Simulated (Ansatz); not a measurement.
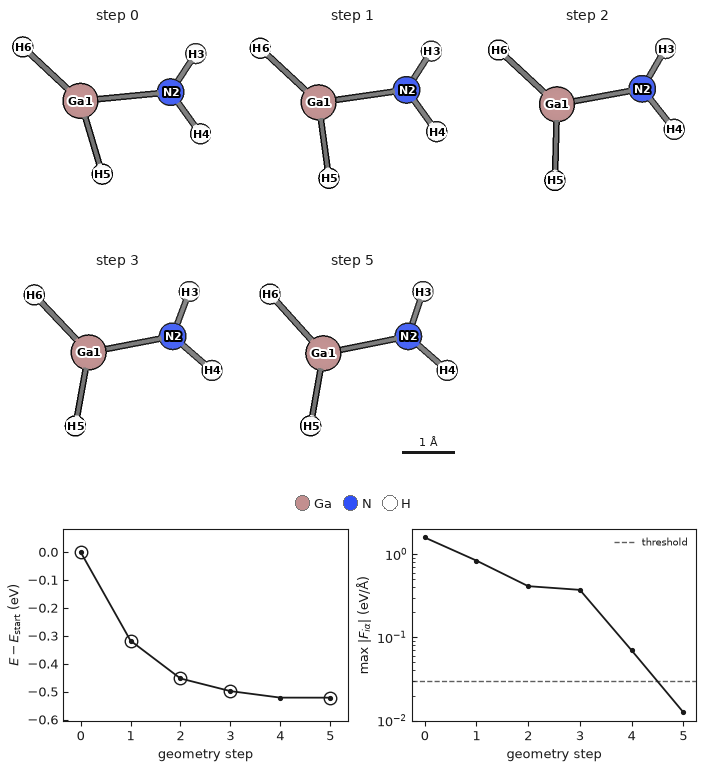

Frames of a relaxation of GaNH$_{4}$, marked on the history of the run. A ball-and-stick model, seen at a tilt.

The run prepares an end point of a later path (reaction) calculation, from a guessed geometry.

The calculation used Ansatz, RKS PBE0/def2-SVP.

Input file:
```yaml
crystal:
  periodic: [false, false, false]
  atoms:
    - { symbol: Ga, position_ang: [0.359729, 0.021484, -0.016726] }
    - { symbol: "N", position_ang: [0.975018, -0.045644, 1.744982] }
    - { symbol: H, position_ang: [0.490577, -0.112168, 2.632903] }
    - { symbol: H, position_ang: [1.974356, 0.043987, 1.869136] }
    - { symbol: H, position_ang: [1.859284, 0.170453, -0.381715] }
    - { symbol: H, position_ang: [-1.095565, -0.078112, -0.525879] }
basis:
  gaussian: { orbitals: def2-SVP }
hamiltonian:
  xc: pbe0
relax:
  f_tol: 0.03
  max_steps: 50
```

Command:
```bash
ansatz run input.yaml --threads 1 --pin off --max-ram 2048MiB --backend cpu --events-out ev --progress --plain --runs-dir out
```

**What happens along the run?**

The atom that moves furthest after the best rigid fit is H5 (0.58 Å). Largest moves by element: H 0.58 Å, Ga 0.21 Å, N 0.07 Å. Some distances before and after: Ga1–N2 1.867 → 1.811 Å, Ga1–H5 1.551 → 1.564 Å. Among the angles between lasting bonds that change: N2–Ga1–H5 84.7° → 116.8°, H5–Ga1–H6 147.1° → 126.5°, N2–Ga1–H6 128.2° → 116.8°. Over 5 geometry steps the energy falls by 0.521 eV. Largest force component: 1.6 eV/Å at the start, 0.013 eV/Å at the end. From step 0 to 1: H5 moves most (0.20 Å), energy −0.317 eV. From step 1 to 2: H5 moves most (0.20 Å), energy −0.135 eV. From step 2 to 3: H4 moves most (0.20 Å), energy −0.045 eV. From step 3 to 5: Ga1 moves most (0.07 Å), energy −0.024 eV.

```csv
step,"E − E(0), eV","largest force component, eV/Å"
0,0.0000,1.5899
1,-0.3173,0.8383
2,-0.4526,0.4131
3,-0.4978,0.3728
4,-0.5212,0.0699
5,-0.5213,0.0126
```
